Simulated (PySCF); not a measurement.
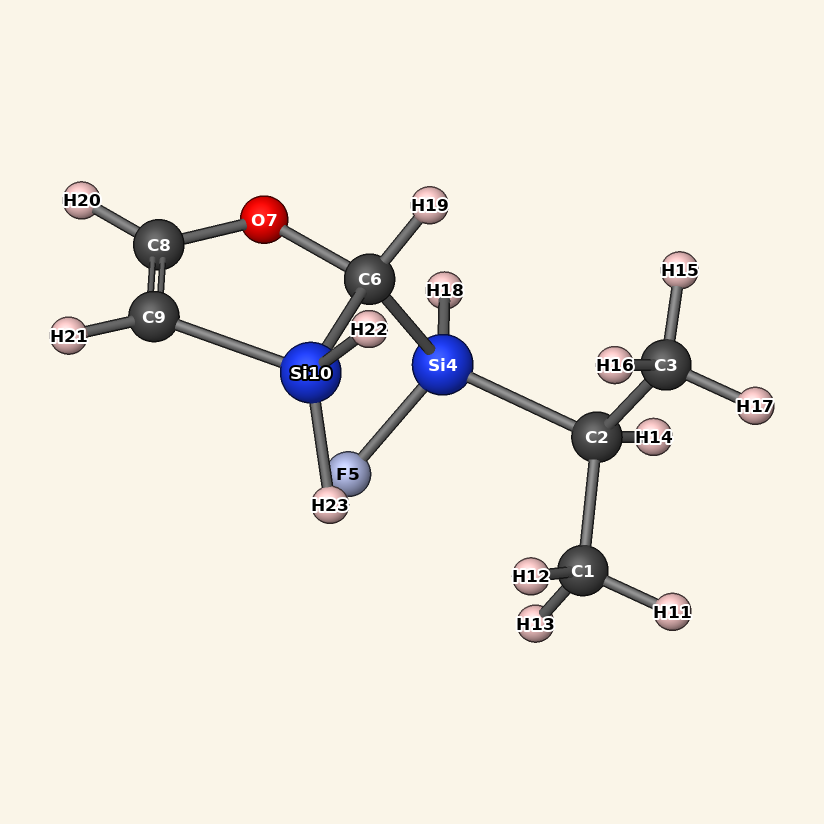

The questions are on isotropic NMR shieldings of the H atoms. The geometry was computed by an optimisation with GFN2-xTB. No frequency run is at hand to confirm it as a minimum. Method: GIAO PBE0/pcSseg-1 NMR shielding, non-relativistic, gas phase (PySCF 2.14.0).

List the isotropic NMR shieldings of the H atoms.

```tsv
atom	σ (ppm)
H11	30.58
H12	30.75
H13	30.02
H14	30.45
H15	30.61
H16	31.15
H17	30.50
H18	26.31
H19	27.85
H20	24.43
H21	26.97
H22	26.64
H23	26.68
```

The geometry is semi-empirical. Around Si such bond lengths and angles can be off by a tenth of an ångström or more and by several degrees, and values that hang on the shape move with them.
